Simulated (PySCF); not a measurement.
# One shape, several levels: C2H7BS (SMILES CB(C)S)

Wanted: a comparison of 6 runs (HF/STO-3G, HF/3-21G, HF/aug-cc-pVDZ, B3LYP/6-31G*, PBE/pcseg-2, CCSD(T)/6-31G**) of C2H7BS. 

Program for the calculation: PySCF 2.14.0.

### 1 The molecule

C2H7BS has 11 atoms, charge 0, and is taken as a singlet. As SMILES, `CB(C)S`. The coordinates come from a PBE0-D4/def2-TZVP relaxation.

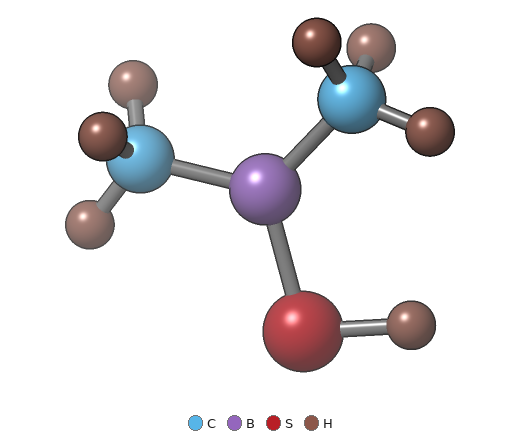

The structure, seen from a chosen angle (carbon blue, boron purple, sulfur red, hydrogen brown).

### 2 Energy and forces at HF/STO-3G (run 1)

File calc.py:

```python
from pyscf import gto, scf

mol = gto.M(
    atom='''
C      0.072100     0.972000    -0.907300
B     -0.166100    -0.303300    -0.028800
C      0.485700    -0.448700     1.390300
S     -1.209100    -1.660500    -0.572500
H      1.111700     1.309000    -0.847400
H     -0.529900     1.790500    -0.491400
H     -0.202100     0.868600    -1.958600
H      0.137900    -1.301700     1.975500
H      1.571800    -0.546200     1.271500
H      0.333900     0.462000     1.979400
H     -1.540700    -1.198500    -1.790100
''',
    verbose=4,
    max_memory=1860,
    basis='sto-3g',
)

myscf = scf.RHF(mol)
myscf.conv_tol = 1e-10
myscf.kernel()
if not myscf.converged:
    myscf = myscf.newton().run(myscf.mo_coeff, myscf.mo_occ)

etot = myscf.e_tot
print(f'total energy: {etot:.8f} hartree')
grad = myscf.nuc_grad_method().kernel()
myscf.analyze()
```

Launch:

```console
OMP_NUM_THREADS=1 python calc.py
```

The program printed:

```text
PySCF version 2.14.0

[... 78 lines left out ...]
Nuclear Repulsion Energy =             144.727911604522717
[... 6 lines left out ...]
MO #1   energy= -90.7425611064746  occ= 2
[... 4 lines left out ...]
MO #6   energy= -6.27699347527772  occ= 2
[... 4 lines left out ...]
MO #11  energy= -0.874271366913574 occ= 2
[... 4 lines left out ...]
MO #16  energy= -0.494554386179633 occ= 2
[... 4 lines left out ...]
MO #21  energy= 0.279440255237552  occ= 0
[... 4 lines left out ...]
MO #26  energy= 0.710071752426035  occ= 0
[... 4 lines left out ...]
MO #31  energy= 0.862279610936056  occ= 0
[... 45 lines left out ...]
Dipole moment(X, Y, Z, Debye):  0.11830,  0.71600, -0.52699
```

Wall time 1.8 s (1 thread of Arm Neoverse V1, shared host); peak memory 0.12 GiB.

### 3 Energy and gradient at HF/3-21G (run 2)

File job.py:

```python
from pyscf import gto, scf

system = gto.M(
    atom=[
    ('C', (0.072100, 0.972000, -0.907300)),
    ('B', (-0.166100, -0.303300, -0.028800)),
    ('C', (0.485700, -0.448700, 1.390300)),
    ('S', (-1.209100, -1.660500, -0.572500)),
    ('H', (1.111700, 1.309000, -0.847400)),
    ('H', (-0.529900, 1.790500, -0.491400)),
    ('H', (-0.202100, 0.868600, -1.958600)),
    ('H', (0.137900, -1.301700, 1.975500)),
    ('H', (1.571800, -0.546200, 1.271500)),
    ('H', (0.333900, 0.462000, 1.979400)),
    ('H', (-1.540700, -1.198500, -1.790100)),
],
    max_memory=1860,
    charge=0,
    verbose=4,
    basis='3-21g',
)

mf = scf.RHF(system)
mf.conv_tol = 1e-10
mf.kernel()
if not mf.converged:
    mf = mf.newton().run(mf.mo_coeff, mf.mo_occ)

energy = mf.e_tot
print('E(%s) = %.9f' % ('HF', energy))
grad = mf.nuc_grad_method().kernel()
mf.analyze()
```

Launch:

```console
OMP_NUM_THREADS=1 python job.py
```

The program printed:

```text
PySCF version 2.14.0

[... 82 lines left out ...]
Two-electron Energy =                  329.406354501779219
[... 9 lines left out ...]
MO #6   energy= -6.57814100614425  occ= 2
[... 7 lines left out ...]
MO #14  energy= -0.571199891185441 occ= 2
[... 7 lines left out ...]
MO #22  energy= 0.194781269559814  occ= 0
[... 7 lines left out ...]
MO #30  energy= 0.463216708563395  occ= 0
[... 7 lines left out ...]
MO #38  energy= 0.807351645520234  occ= 0
[... 7 lines left out ...]
MO #46  energy= 1.25761476255476   occ= 0
[... 7 lines left out ...]
MO #54  energy= 2.23906810968024   occ= 0
[... 68 lines left out ...]
Dipole moment(X, Y, Z, Debye):  0.76664,  1.82018, -0.46928
```

Run time: 2 s. Hardware: 1 thread of Arm Neoverse V1, shared host; peak memory 0.13 GiB.

### 4 Energy and forces at HF/aug-cc-pVDZ (run 3)

File input.py:

```python
from pyscf import gto, scf

system = gto.Mole()
system.atom = '''
C    0.072100   0.972000  -0.907300
B   -0.166100  -0.303300  -0.028800
C    0.485700  -0.448700   1.390300
S   -1.209100  -1.660500  -0.572500
H    1.111700   1.309000  -0.847400
H   -0.529900   1.790500  -0.491400
H   -0.202100   0.868600  -1.958600
H    0.137900  -1.301700   1.975500
H    1.571800  -0.546200   1.271500
H    0.333900   0.462000   1.979400
H   -1.540700  -1.198500  -1.790100
'''
system.charge = 0
system.verbose = 4
system.basis = 'aug-cc-pvdz'
system.max_memory = 1860
system.build()

mf = scf.RHF(system)
mf.conv_tol = 1e-10
mf.kernel()
if not mf.converged:
    mf = mf.newton().run(mf.mo_coeff, mf.mo_occ)

energy = mf.e_tot
print(f'total energy: {energy:.8f} hartree')
grad = mf.nuc_grad_method().kernel()
dip = mf.dip_moment()
pop, q = mf.mulliken_pop()
```

Launch:

```console
OMP_NUM_THREADS=1 python input.py
```

The program printed:

```text
PySCF version 2.14.0

[... 67 lines left out ...]
converged SCF energy = -502.0892449894
total energy: -502.08924499 hartree
[... 11 lines left out ...]
Dipole moment(X, Y, Z, Debye):  0.50406,  1.23947, -0.37342
[... 171 lines left out ...]
charge of   10H =      0.02534
```

Run time: 38 s. Hardware: 1 thread of Arm Neoverse V1, shared host; peak memory 0.72 GiB.

Runs 4 to 5 aren't shown in full; the table further down has their settings and results.

### 5 A single-point energy at CCSD(T)/6-31G(d,p) (spherical functions) (run 6)

File input.py:

```python
# CB(C)S
from pyscf import gto, scf, cc

system = gto.M(
    atom=[
    ('C', (0.072100, 0.972000, -0.907300)),
    ('B', (-0.166100, -0.303300, -0.028800)),
    ('C', (0.485700, -0.448700, 1.390300)),
    ('S', (-1.209100, -1.660500, -0.572500)),
    ('H', (1.111700, 1.309000, -0.847400)),
    ('H', (-0.529900, 1.790500, -0.491400)),
    ('H', (-0.202100, 0.868600, -1.958600)),
    ('H', (0.137900, -1.301700, 1.975500)),
    ('H', (1.571800, -0.546200, 1.271500)),
    ('H', (0.333900, 0.462000, 1.979400)),
    ('H', (-1.540700, -1.198500, -1.790100)),
],
    basis='6-31g**',
    max_memory=1860,
    verbose=4,
)

calc0 = scf.RHF(system)
calc0.conv_tol = 1e-10
calc0.kernel()
if not calc0.converged:
    calc0 = calc0.newton().run(calc0.mo_coeff, calc0.mo_occ)

mycc = cc.CCSD(calc0, frozen=8)
mycc.kernel()
e_t = mycc.ccsd_t()
e_tot = mycc.e_tot + e_t
print(f'total energy: {e_tot:.8f} hartree')
calc0.analyze()
```

Launch:

```console
OMP_NUM_THREADS=1 python input.py
```

The program printed:

```text
PySCF version 2.14.0

[... 67 lines left out ...]
converged SCF energy = -502.063523781471
[... 42 lines left out ...]
MO #4   energy= -8.946129150836    occ= 2
[... 12 lines left out ...]
MO #17  energy= -0.509833088440851 occ= 2
[... 12 lines left out ...]
MO #30  energy= 0.408941350267469  occ= 0
[... 12 lines left out ...]
MO #43  energy= 0.94525615143478   occ= 0
[... 12 lines left out ...]
MO #56  energy= 1.26141492325964   occ= 0
[... 12 lines left out ...]
MO #69  energy= 2.34734570265803   occ= 0
[... 12 lines left out ...]
MO #82  energy= 2.85888528235768   occ= 0
[... 12 lines left out ...]
MO #95  energy= 3.84529565317541   occ= 0
[... 109 lines left out ...]
Dipole moment(X, Y, Z, Debye):  0.55595,  1.37324, -0.40564
```

Run time: 47 s. Hardware: 1 thread of Arm Neoverse V1, shared host; peak memory 0.53 GiB.

### 6 The series

| run | level | integration grid | task | energy (Eh) | dipole moment (D) of the reference | HOMO energy (eV) | LUMO energy (eV) | wall time |
| --- | --- | --- | --- | --- | --- | --- | --- | --- |
| 1 | HF/STO-3G | – | gradient | -496.487360 | 0.90 | -7.82 | 7.60 | 1.8 s |
| 2 | HF/3-21G | – | gradient | -499.522910 | 2.03 | -10.63 | 3.56 | 2 s |
| 3 | HF/aug-cc-pVDZ | – | gradient | -502.089245 | 1.39 | -10.51 | 0.85 | 38 s |
| 4 | B3LYP/6-31G* (spherical functions) | 5 | gradient | -503.511420 | 1.39 | -7.42 | -0.23 | 29 s |
| 5 | PBE/pcseg-2 | 5 | gradient | -503.240959 | 1.15 | -6.69 | -1.33 | 5.6 min |
| 6 | CCSD(T)/6-31G** (spherical functions) | – | energy | -502.637781 | 1.54 | -10.46 | 3.72 | 47 s |

### 7 Summary of results

```
                                          quantity          value
                               run 6: total energy  -502.63778 Eh
       run 6: dipole moment (Hartree–Fock density)         1.54 D
        run 6: HOMO energy (Hartree–Fock orbitals)      -10.46 eV
        run 6: LUMO energy (Hartree–Fock orbitals)        3.72 eV
      run 6: HOMO–LUMO gap (Hartree–Fock orbitals)       14.18 eV
run 6: correlation energy (8 core orbitals frozen)     -574.3 mEh
                             run 6: (T) correction     -16.36 mEh
                              run 6: T1 diagnostic          0.011
```

**Reading.** Over runs 1, 2, 3, 4, 5 the dipole moment (its size) runs from 0.90 D (HF/STO-3G) to 2.03 D (HF/3-21G). Over runs 1, 2, 3, 4, 5 the HOMO–LUMO gap runs from 5.36 eV (PBE/pcseg-2) to 15.42 eV (HF/STO-3G). The two ends differ in method and basis. Totals of different functionals can't be ranked against each other. In run 1 the basis is minimal, so the values are rough. All runs together took 7.6 min, the longest 5.6 min.
